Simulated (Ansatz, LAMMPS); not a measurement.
**An extra electron or hole in amorphous TiO2 (84 atoms)**

Does an extra electron or hole in amorphous TiO2 (84 atoms) stay spread out, or do the atoms trap it?

Main program and level: Ansatz 0.2.0; Kohn-Sham DFT, LDA, PAW (set soft_2), plane waves.

## (1) Set-up

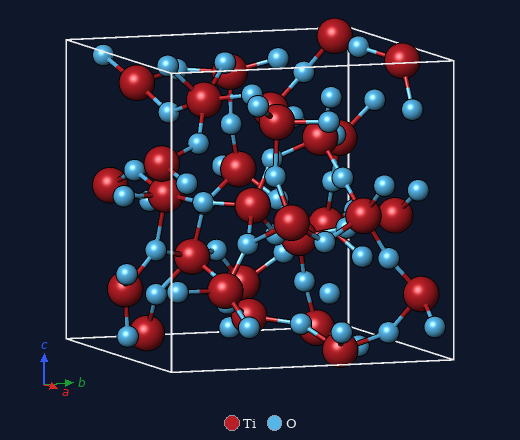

Start, viewed slightly off an axis; titanium red, oxygen blue. Bonds to atoms that aren't drawn are left out. Some periodic images of atoms are drawn too.

The cell holds 84 atoms: 28 Ti and 56 O. Cell: a = 10.458 Å, b = 10.458 Å, c = 10.458 Å, α = 90.0°, β = 90.0°, γ = 90.0°. 84 atoms (28 Ti, 56 O) placed at random at 3.55 g/cm³, melted at 5000 K for 10 ps at fixed volume with the Morse and Coulomb pair potential with partial charges (Pedone, Malavasi, Menziani, Cormack and Segre, J. Phys. Chem. B 110, 11780 (2006)). Quenched from 5000 K to 300 K at 10 K/ps and fixed volume, held 10 ps at zero pressure.

What the set-up can't give: The quench rate of 10 K/ps is orders of magnitude faster than experiment, which tends to freeze in extra defects. The starting topology of bonds comes from the classical model, and needn't be the one that DFT or experiment would give. Sampling is at Γ alone, for a cell whose shortest periodic width is 10 Å.

## (2) Single point at the start

The forces at the start show how far the geometry lies from a minimum of this functional.

input.yaml

```yaml
crystal:
  lattice:
    - [10.45772, 0.0, 0.0]
    - [0.0, 10.45772, 0.0]
    - [0.0, 0.0, 10.45772]
  atoms:
    - { symbol: Ti, position: [0.18152, 0.85292, 0.36673] }
    - { symbol: Ti, position: [0.39905, 0.20333, 0.51853] }
    - { symbol: Ti, position: [0.39555, 0.06116, 0.20822] }
    - { symbol: Ti, position: [0.64907, 0.94877, 0.9627] }
    - { symbol: Ti, position: [0.80441, 0.26299, 0.24014] }
    - { symbol: Ti, position: [0.04387, 0.70808, 0.74034] }
    - { symbol: Ti, position: [0.07916, 0.5936, 0.17082] }
    - { symbol: Ti, position: [0.08079, 0.1255, 0.51742] }
    - { symbol: Ti, position: [0.88162, 0.41809, 0.80617] }
    - { symbol: Ti, position: [0.26162, 0.34792, 0.28988] }
    - { symbol: Ti, position: [0.1076, 0.91155, 0.98653] }
    - { symbol: Ti, position: [0.31999, 0.46015, 0.90966] }
    - { symbol: Ti, position: [0.27374, 0.50786, 0.57715] }
    - { symbol: Ti, position: [0.07898, 0.25581, 0.01686] }
    - { symbol: Ti, position: [0.47727, 0.64742, 0.36399] }
    - { symbol: Ti, position: [0.7806, 0.67964, 0.02213] }
    - { symbol: Ti, position: [0.61369, 0.25975, 0.85655] }
    - { symbol: Ti, position: [0.58186, 0.94824, 0.43837] }
    - { symbol: Ti, position: [0.9747, 0.43488, 0.47929] }
    - { symbol: Ti, position: [0.54543, 0.44532, 0.11794] }
    - { symbol: Ti, position: [0.31523, 0.13257, 0.88597] }
    - { symbol: Ti, position: [0.38918, 0.74198, 0.04976] }
    - { symbol: Ti, position: [0.86112, 0.73204, 0.47748] }
    - { symbol: Ti, position: [0.86521, 0.93491, 0.20774] }
    - { symbol: Ti, position: [0.78645, 0.04519, 0.67247] }
    - { symbol: Ti, position: [0.63144, 0.66415, 0.71595] }
    - { symbol: Ti, position: [0.33463, 0.84226, 0.67456] }
    - { symbol: Ti, position: [0.65859, 0.41488, 0.50228] }
    - { symbol: O, position: [0.71886, 0.97899, 0.53628] }
    - { symbol: O, position: [0.7424, 0.70292, 0.59184] }
    - { symbol: O, position: [0.9285, 0.30196, 0.12861] }
    - { symbol: O, position: [0.98989, 0.31024, 0.87602] }
    - { symbol: O, position: [0.36993, 0.07977, 0.04576] }
    - { symbol: O, position: [0.63935, 0.12105, 0.97924] }
    - { symbol: O, position: [0.58778, 0.52304, 0.39362] }
    - { symbol: O, position: [0.54631, 0.01074, 0.27612] }
    - { symbol: O, position: [0.10676, 0.51397, 0.56908] }
    - { symbol: O, position: [0.13435, 0.4822, 0.29158] }
    - { symbol: O, position: [0.07795, 0.99207, 0.39758] }
    - { symbol: O, position: [0.72619, 0.66783, 0.86104] }
    - { symbol: O, position: [0.2183, 0.7229, 0.73742] }
    - { symbol: O, position: [0.45731, 0.19333, 0.80084] }
    - { symbol: O, position: [0.95908, 0.57299, 0.80961] }
    - { symbol: O, position: [0.35268, 0.18586, 0.32793] }
    - { symbol: O, position: [0.2998, 0.93726, 0.26918] }
    - { symbol: O, position: [0.11894, 0.72684, 0.27193] }
    - { symbol: O, position: [0.49332, 0.76821, 0.70532] }
    - { symbol: O, position: [0.31152, 0.97647, 0.79278] }
    - { symbol: O, position: [0.45993, 0.03249, 0.52676] }
    - { symbol: O, position: [0.92798, 0.63019, 0.09874] }
    - { symbol: O, position: [0.02284, 0.83333, 0.85965] }
    - { symbol: O, position: [0.79519, 0.34643, 0.39144] }
    - { symbol: O, position: [0.86411, 0.41898, 0.62193] }
    - { symbol: O, position: [0.30805, 0.37336, 0.47079] }
    - { symbol: O, position: [0.90476, 0.57881, 0.40064] }
    - { symbol: O, position: [0.12654, 0.08416, 0.9595] }
    - { symbol: O, position: [0.82704, 0.08645, 0.24493] }
    - { symbol: O, position: [0.24762, 0.29967, 0.91655] }
    - { symbol: O, position: [0.24081, 0.81581, 0.02423] }
    - { symbol: O, position: [0.5503, 0.28078, 0.50622] }
    - { symbol: O, position: [0.36148, 0.61555, 0.48105] }
    - { symbol: O, position: [0.98487, 0.76024, 0.59052] }
    - { symbol: O, position: [0.65044, 0.58885, 0.09868] }
    - { symbol: O, position: [0.41863, 0.68798, 0.21037] }
    - { symbol: O, position: [0.1801, 0.25157, 0.15836] }
    - { symbol: O, position: [0.49867, 0.37641, 0.96375] }
    - { symbol: O, position: [0.52588, 0.83964, 0.00049] }
    - { symbol: O, position: [0.23895, 0.15276, 0.58417] }
    - { symbol: O, position: [0.61017, 0.5013, 0.64936] }
    - { symbol: O, position: [0.95622, 0.07094, 0.62357] }
    - { symbol: O, position: [0.2597, 0.84656, 0.52036] }
    - { symbol: O, position: [0.72155, 0.19945, 0.72562] }
    - { symbol: O, position: [0.397, 0.60295, 0.9567] }
    - { symbol: O, position: [0.39494, 0.42386, 0.20223] }
    - { symbol: O, position: [0.16487, 0.51792, 0.03452] }
    - { symbol: O, position: [0.85617, 0.82339, 0.3305] }
    - { symbol: O, position: [0.76994, 0.85481, 0.07198] }
    - { symbol: O, position: [0.73334, 0.95285, 0.80864] }
    - { symbol: O, position: [0.65104, 0.32719, 0.17754] }
    - { symbol: O, position: [0.31486, 0.46657, 0.73411] }
    - { symbol: O, position: [0.00365, 0.93156, 0.11316] }
    - { symbol: O, position: [0.56193, 0.78437, 0.40192] }
    - { symbol: O, position: [0.73618, 0.38381, 0.88281] }
    - { symbol: O, position: [0.04563, 0.27806, 0.45542] }
kpoints:
  mp_grid: { grid: [1, 1, 1] }
hamiltonian:
  xc: lda
scf:
  occupations: { method: fixed }
output:
  forces: true
```

On the command line:

```bash
> ansatz run input.yaml --threads 4 --pin off --max-ram 8192MiB --backend cpu --events-out ev --progress --plain --runs-dir out
```

Numbers of over 12 decimals in the logs are rounded to 6 here.

Output:

```text
[...]
Pseudopotentials: kind: paw
Pseudopotential: Ti, paw, valence charge 12, recommended cutoff 420 eV (normal), Ti.paw.azcp
Pseudopotential: O, paw, valence charge 6, recommended cutoff 420 eV (normal), O.paw.azcp
[...]
Crystal: 84 atoms, lattice volume = 1143.697 Å³
Basis set: ecut = 420 eV, 22335 PW (Γ)
Bands: 420, of which v1, the nominal top of the filled ones, is band 336 counted from 1 (335 counted from 0)
Symmetry: 1 space group operations
Space group: P1 (ITA 1), of the structure as read, at distance tolerance 1.0e-4 Å
k-points: 1
[...]
Initial density: superposition of atomic densities (neutral atoms: chi_scale 0, normalization atom), corrected by the library's trained network
Initial wavefunctions: pseudopotential atomic-orbital guess
[...]
SCF iter   1: F=—  HF=-99802.698982 eV  |F-HF|=—  |Δ(HF+E_count)|=         —  Δρ=1.94e-2  dr2=4.29e0  ethr=1.77e-3  ⟨swp⟩=4.0  Hψ=1287  notcnv=0  defer=80
preconditioner: auto → Resta (q_TF=auto, 2.497 Å⁻¹)  ε∞=6.9  [insulator: Δε(μ)=2.398 eV  Ē_g=9.573 eV  n_scr=304 (ndim 8)  ℏωp=23.2 eV  f_vac=0.121  ε∞_Penn≈6.9]
[...]
SCF iter  12: F=—  HF=-99801.828403 eV  |F-HF|=—  |Δ(HF+E_count)|=   3.99e-8  Δρ=4.92e-6  dr2=3.22e-7  ethr=1.56e-10  ⟨swp⟩=2.0  Hψ=524  notcnv=0  defer=77
SCF iter  13: F=-99801.828402 eV  HF=-99801.828402 eV  |F-HF|=6.23e-9  |Δ(HF+E_count)|=   2.45e-8  Δρ=1.59e-6  dr2=3.30e-8  ethr=1.49e-11  ⟨swp⟩=4.0  Hψ=1254  notcnv=0
SCF 1 converged in 13 iterations: F = -99801.828402 eV  dr2 = 3.30e-8
[...]
SCF converged after 13 iterations
Free energy (F): -99801.828402 eV
Harris-Foulkes:  -99801.828402 eV  (|F-HF|=6.23e-9)
Internal energy: -99801.828402 eV  (E = F + TS)
E sigma→0 (E₀):  -99801.828402 eV
Fermi energy:    4.808797 eV
--- Per-component energies (eV) ---
[...]
Σ components = -99801.828402   (vs F -99801.828402, Δ=0.00e0)
--- Forces (eV/Å), atoms counted from 1 ---
  atom   1  Ti     0.12719770     2.80457924     0.28604332
  atom   2  Ti    -2.01102216    -1.63261093    -1.57146515
  atom   3  Ti     0.12692564     0.15563618     2.81083112
  atom   4  Ti     1.74754625     1.39375691    -0.56502176
[...]
atom  84  O      0.02628435     0.08949093    -1.02050534
  max |Σ_I F_I| component: 7.53e-5 eV/Å
```

Wall time 7.1 s (4 threads of Intel Xeon 6975P-C (Granite Rapids), shared host); peak memory 1.4 GiB; 24 s of CPU time.

Reading the cycles: dr2 is the Hartree energy of the density residual (eV), the measure of convergence; HF is the Harris–Foulkes estimate of the energy, which meets the free energy F at convergence.

The r.m.s. force at the start is 0.88 eV/Å.

## (3) Relaxation

With the cell held, the atoms are moved downhill towards a nearby minimum.

input.yaml

```yaml
crystal:
  lattice:
    - [10.45772, 0.0, 0.0]
    - [0.0, 10.45772, 0.0]
    - [0.0, 0.0, 10.45772]
  atoms:
    [... the 84 atom lines of step 2 ...]
kpoints:
  mp_grid: { grid: [1, 1, 1] }
hamiltonian:
  xc: lda
scf:
  occupations: { method: fixed }
output:
  forces: true
relax:
  f_tol: 0.05
  max_steps: 120
```

Output:

```text
[...]
Crystal: 84 atoms, lattice volume = 1143.697 Å³
Basis set: ecut = 420 eV, 22335 PW (Γ)
Bands: 420, of which v1, the nominal top of the filled ones, is band 336 counted from 1 (335 counted from 0)
Symmetry: 1 space group operations
[...]
k-points: 1
[...]
SCF iter   1: F=—  HF=-99802.698982 eV  |F-HF|=—  |Δ(HF+E_count)|=         —  Δρ=1.94e-2  dr2=4.29e0  ethr=1.77e-3  ⟨swp⟩=4.0  Hψ=1287  notcnv=0  defer=80
[...]
SCF iter   8: F=-99801.828371 eV  HF=-99801.828408 eV  |F-HF|=3.68e-5  |Δ(HF+E_count)|=   2.71e-6  Δρ=6.19e-5  dr2=5.43e-5  ethr=9.30e-9  ⟨swp⟩=2.0  Hψ=1280  notcnv=0
SCF 1 converged in 8 iterations: F = -99801.828371 eV  dr2 = 5.43e-5
[...]
relax step   1: F+E_penalty+E_count = -99801.82837079 eV  Δ(F+E_penalty+E_count) = +0.000e0 eV  max|allowed force component| = 2.811e0 eV/Å  Δτ_max = 0.0000 Å  (8 SCF iters, dr2 threshold 6.25e-5 eV, accepted)
[...]
relax step   2: F+E_penalty+E_count = -99805.24087097 eV  Δ(F+E_penalty+E_count) = -3.413e0 eV  max|allowed force component| = 1.336e0 eV/Å  Δτ_max = 0.1847 Å  (8 SCF iters, dr2 threshold 1.00e-4 eV, accepted)
[...]
relax step   3: F+E_penalty+E_count = -99806.49390162 eV  Δ(F+E_penalty+E_count) = -1.253e0 eV  max|allowed force component| = 5.079e-1 eV/Å  Δτ_max = 0.2000 Å  (7 SCF iters, dr2 threshold 1.00e-4 eV, accepted)
relax step   4: F+E_penalty+E_count = -99806.79263657 eV  Δ(F+E_penalty+E_count) = -2.987e-1 eV  max|allowed force component| = 1.860e-1 eV/Å  Δτ_max = 0.2000 Å  (8 SCF iters, dr2 threshold 3.73e-5 eV, accepted)
relax step   5: F+E_penalty+E_count = -99806.90960573 eV  Δ(F+E_penalty+E_count) = -1.170e-1 eV  max|allowed force component| = 1.792e-1 eV/Å  Δτ_max = 0.2000 Å  (9 SCF iters, dr2 threshold 4.64e-6 eV, accepted)
relax step   6: F+E_penalty+E_count = -99806.92901756 eV  Δ(F+E_penalty+E_count) = -1.941e-2 eV  max|allowed force component| = 2.032e-1 eV/Å  Δτ_max = 0.0899 Å  (9 SCF iters, dr2 threshold 4.31e-6 eV, accepted)
relax step   7: F+E_penalty+E_count = -99807.00746110 eV  Δ(F+E_penalty+E_count) = -7.844e-2 eV  max|allowed force component| = 3.172e-1 eV/Å  Δτ_max = 0.2000 Å  (8 SCF iters, dr2 threshold 3.83e-5 eV, accepted)
relax step   8: F+E_penalty+E_count = -99807.09925508 eV  Δ(F+E_penalty+E_count) = -9.179e-2 eV  max|allowed force component| = 3.670e-1 eV/Å  Δτ_max = 0.1941 Å  (7 SCF iters, dr2 threshold 1.00e-4 eV, accepted)
relax step   9: F+E_penalty+E_count = -99807.09225849 eV  Δ(F+E_penalty+E_count) = +6.997e-3 eV  max|allowed force component| = 7.180e-1 eV/Å  Δτ_max = 0.1950 Å  (7 SCF iters, dr2 threshold 1.00e-4 eV, rejected (line search))
relax step  10: F+E_penalty+E_count = -99807.21088307 eV  Δ(F+E_penalty+E_count) = -1.116e-1 eV  max|allowed force component| = 2.104e-1 eV/Å  Δτ_max = 0.0975 Å  (11 SCF iters, accepted)
relax step  11: F+E_penalty+E_count = -99807.29455493 eV  Δ(F+E_penalty+E_count) = -8.367e-2 eV  max|allowed force component| = 2.206e-1 eV/Å  Δτ_max = 0.0974 Å  (8 SCF iters, dr2 threshold 1.46e-5 eV, accepted)
relax step  12: F+E_penalty+E_count = -99807.39517566 eV  Δ(F+E_penalty+E_count) = -1.006e-1 eV  max|allowed force component| = 2.476e-1 eV/Å  Δτ_max = 0.1462 Å  (8 SCF iters, dr2 threshold 1.60e-5 eV, accepted)
relax step  13: F+E_penalty+E_count = -99807.39647432 eV  Δ(F+E_penalty+E_count) = -1.299e-3 eV  max|allowed force component| = 9.911e-1 eV/Å  Δτ_max = 0.1945 Å  (8 SCF iters, dr2 threshold 6.13e-5 eV, accepted)
relax step  14: F+E_penalty+E_count = -99807.58122472 eV  Δ(F+E_penalty+E_count) = -1.848e-1 eV  max|allowed force component| = 3.003e-1 eV/Å  Δτ_max = 0.2000 Å  (8 SCF iters, dr2 threshold 1.00e-4 eV, accepted)
relax step  15: F+E_penalty+E_count = -99807.66797884 eV  Δ(F+E_penalty+E_count) = -8.675e-2 eV  max|allowed force component| = 3.098e-1 eV/Å  Δτ_max = 0.2000 Å  (9 SCF iters, dr2 threshold 8.28e-6 eV, accepted)
relax step  16: F+E_penalty+E_count = -99807.70072512 eV  Δ(F+E_penalty+E_count) = -3.275e-2 eV  max|allowed force component| = 2.746e-1 eV/Å  Δτ_max = 0.1939 Å  (9 SCF iters, dr2 threshold 8.81e-6 eV, accepted)
relax step  17: F+E_penalty+E_count = -99807.74536226 eV  Δ(F+E_penalty+E_count) = -4.464e-2 eV  max|allowed force component| = 3.810e-1 eV/Å  Δτ_max = 0.2000 Å  (8 SCF iters, dr2 threshold 5.92e-5 eV, accepted)
relax step  18: F+E_penalty+E_count = -99807.79608524 eV  Δ(F+E_penalty+E_count) = -5.072e-2 eV  max|allowed force component| = 4.884e-1 eV/Å  Δτ_max = 0.0914 Å  (7 SCF iters, dr2 threshold 1.00e-4 eV, accepted)
relax step  19: F+E_penalty+E_count = -99807.81899839 eV  Δ(F+E_penalty+E_count) = -2.291e-2 eV  max|allowed force component| = 2.566e-1 eV/Å  Δτ_max = 0.2000 Å  (7 SCF iters, dr2 threshold 1.00e-4 eV, accepted)
relax step  20: F+E_penalty+E_count = -99807.85448636 eV  Δ(F+E_penalty+E_count) = -3.549e-2 eV  max|allowed force component| = 2.505e-1 eV/Å  Δτ_max = 0.2000 Å  (9 SCF iters, dr2 threshold 1.82e-5 eV, accepted)
relax step  21: F+E_penalty+E_count = -99807.93093072 eV  Δ(F+E_penalty+E_count) = -7.644e-2 eV  max|allowed force component| = 1.686e-1 eV/Å  Δτ_max = 0.2000 Å  (9 SCF iters, dr2 threshold 1.73e-5 eV, accepted)
relax step  22: F+E_penalty+E_count = -99807.97253783 eV  Δ(F+E_penalty+E_count) = -4.161e-2 eV  max|allowed force component| = 3.584e-1 eV/Å  Δτ_max = 0.1908 Å  (8 SCF iters, dr2 threshold 1.29e-5 eV, accepted)
relax step  23: F+E_penalty+E_count = -99808.08379444 eV  Δ(F+E_penalty+E_count) = -1.113e-1 eV  max|allowed force component| = 1.910e-1 eV/Å  Δτ_max = 0.2000 Å  (7 SCF iters, dr2 threshold 5.82e-5 eV, accepted)
relax step  24: F+E_penalty+E_count = -99808.16899220 eV  Δ(F+E_penalty+E_count) = -8.520e-2 eV  max|allowed force component| = 4.949e-1 eV/Å  Δτ_max = 0.1927 Å  (9 SCF iters, dr2 threshold 1.04e-5 eV, accepted)
relax step  25: F+E_penalty+E_count = -99808.26310272 eV  Δ(F+E_penalty+E_count) = -9.411e-2 eV  max|allowed force component| = 7.139e-1 eV/Å  Δτ_max = 0.1953 Å  (8 SCF iters, dr2 threshold 6.96e-5 eV, accepted)
relax step  26: F+E_penalty+E_count = -99808.40020962 eV  Δ(F+E_penalty+E_count) = -1.371e-1 eV  max|allowed force component| = 3.339e-1 eV/Å  Δτ_max = 0.2000 Å  (7 SCF iters, dr2 threshold 1.00e-4 eV, accepted)
relax step  27: F+E_penalty+E_count = -99808.48027703 eV  Δ(F+E_penalty+E_count) = -8.007e-2 eV  max|allowed force component| = 4.839e-1 eV/Å  Δτ_max = 0.1950 Å  (8 SCF iters, dr2 threshold 2.44e-5 eV, accepted)
relax step  28: F+E_penalty+E_count = -99808.56630723 eV  Δ(F+E_penalty+E_count) = -8.603e-2 eV  max|allowed force component| = 3.647e-1 eV/Å  Δτ_max = 0.2000 Å  (7 SCF iters, dr2 threshold 5.12e-5 eV, accepted)
relax step  29: F+E_penalty+E_count = -99808.67622809 eV  Δ(F+E_penalty+E_count) = -1.099e-1 eV  max|allowed force component| = 4.375e-1 eV/Å  Δτ_max = 0.1950 Å  (7 SCF iters, dr2 threshold 7.56e-5 eV, accepted)
relax step  30: F+E_penalty+E_count = -99808.75946999 eV  Δ(F+E_penalty+E_count) = -8.324e-2 eV  max|allowed force component| = 2.907e-1 eV/Å  Δτ_max = 0.1924 Å  (7 SCF iters, dr2 threshold 1.00e-4 eV, accepted)
relax step  31: F+E_penalty+E_count = -99808.77474394 eV  Δ(F+E_penalty+E_count) = -1.527e-2 eV  max|allowed force component| = 4.719e-1 eV/Å  Δτ_max = 0.0498 Å  (7 SCF iters, dr2 threshold 3.73e-5 eV, accepted)
relax step  32: F+E_penalty+E_count = -99808.77941703 eV  Δ(F+E_penalty+E_count) = -4.673e-3 eV  max|allowed force component| = 3.058e-1 eV/Å  Δτ_max = 0.2000 Å  (7 SCF iters, dr2 threshold 9.84e-5 eV, accepted)
relax step  33: F+E_penalty+E_count = -99808.81382097 eV  Δ(F+E_penalty+E_count) = -3.440e-2 eV  max|allowed force component| = 1.378e-1 eV/Å  Δτ_max = 0.0699 Å  (7 SCF iters, dr2 threshold 3.93e-5 eV, accepted)
relax step  34: F+E_penalty+E_count = -99808.79272048 eV  Δ(F+E_penalty+E_count) = +2.110e-2 eV  max|allowed force component| = 2.740e-1 eV/Å  Δτ_max = 0.1471 Å  (9 SCF iters, dr2 threshold 3.86e-6 eV, rejected (line search))
relax step  35: F+E_penalty+E_count = -99808.81884359 eV  Δ(F+E_penalty+E_count) = -5.023e-3 eV  max|allowed force component| = 7.413e-2 eV/Å  Δτ_max = 0.0166 Å  (11 SCF iters, accepted)
relax step  36: F+E_penalty+E_count = -99808.82281980 eV  Δ(F+E_penalty+E_count) = -3.976e-3 eV  max|allowed force component| = 7.158e-2 eV/Å  Δτ_max = 0.1000 Å  (11 SCF iters, accepted)
[...]
relax step  37: F+E_penalty+E_count = -99808.82538546 eV  Δ(F+E_penalty+E_count) = -2.566e-3 eV  max|allowed force component| = 4.080e-2 eV/Å  Δτ_max = 0.0108 Å  (9 SCF iters, accepted)
SCF converged after 9 iterations
Free energy (F): -99808.825385 eV
[...]
Internal energy: -99808.825385 eV  (E = F + TS)
E sigma→0 (E₀):  -99808.825385 eV
Fermi energy:    4.747031 eV
[...]
--- Forces (eV/Å), atoms counted from 1 ---
  atom   1  Ti     0.01922897     0.03167504     0.01787226
  atom   2  Ti    -0.00486005    -0.01328394     0.00670828
  atom   3  Ti     0.00148898     0.01029097    -0.00214752
  atom   4  Ti     0.00449391     0.00804681    -0.00925760
  atom   5  Ti     0.00168390     0.01569778     0.00449257
  atom   6  Ti     0.01226490    -0.00506254    -0.00095617
  atom   7  Ti     0.02503183    -0.00165658    -0.01126849
  atom   8  Ti     0.01307298     0.00109204     0.00133475
  atom   9  Ti     0.00284527     0.00578783     0.00448350
  atom  10  Ti     0.01782929    -0.00402380     0.00167199
  atom  11  Ti    -0.00051169     0.00752374    -0.00853950
  atom  12  Ti    -0.02390737     0.01729727    -0.00552491
  atom  13  Ti     0.01502799     0.02093459     0.02226072
  atom  14  Ti     0.01358624     0.00948534    -0.01774317
[...]
atom  83  O      0.00295260     0.00321460    -0.00460012
  atom  84  O      0.00768470    -0.00079914     0.00132563
  max |Σ_I F_I| component: 1.18e-4 eV/Å
--- Relaxed structure (37 steps of the walk, 35 accepted, 0 SCFs on fresh bases) ---
  F+E_penalty+E_count = -99808.82538546 eV   max|allowed force component| = 4.080e-2 eV/Å
  atoms:
    - { symbol: Ti, position: [0.178358, 0.885244, 0.377701] }
    - { symbol: Ti, position: [0.371262, 0.205433, 0.548540] }
    - { symbol: Ti, position: [0.354596, 0.107271, 0.215444] }
    - { symbol: Ti, position: [0.652957, 0.884108, 0.916920] }
[...]
- { symbol: O, position: [0.042099, 0.285910, 0.459780] }
```

It took 2.6 min on 4 threads; peak memory 1.5 GiB; 9.8 min of CPU time.

The relaxation converged after 37 steps, 7.00 eV below its start, with a largest force component of 0.041 eV/Å.

(Continued in part 2 of 4.)

[Logs are printed without paths, hosts, clocks, repeated set-up lines and the standing remarks that a program may print on its own settings, such as how far it seeks lower states.]

[Hosts, paths, dates, database ids (printed as entryN), source tags and the programs' standing remarks are cut or masked in the printed files.]
